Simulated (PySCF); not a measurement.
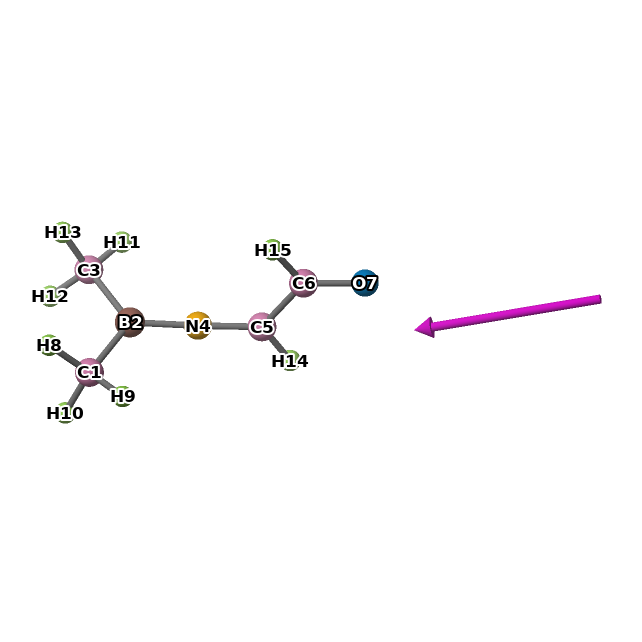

The arrow beside the molecule shows the direction of the dipole moment, from the negative to the positive end (its length means nothing). Computed geometry: GFN2-xTB optimisation. No frequency run is at hand to confirm it as a minimum. Method: PBE0/pcSseg-1, gas phase (PySCF 2.14.0).

> Estimate the dipole moment.

1.86 D; it points from the side of O7 to the side of H12 (the outermost atoms at the two ends).

The geometry is semi-empirical. Around B such bond lengths and angles can be off by a tenth of an ångström or more and by several degrees, and values that hang on the shape move with them.
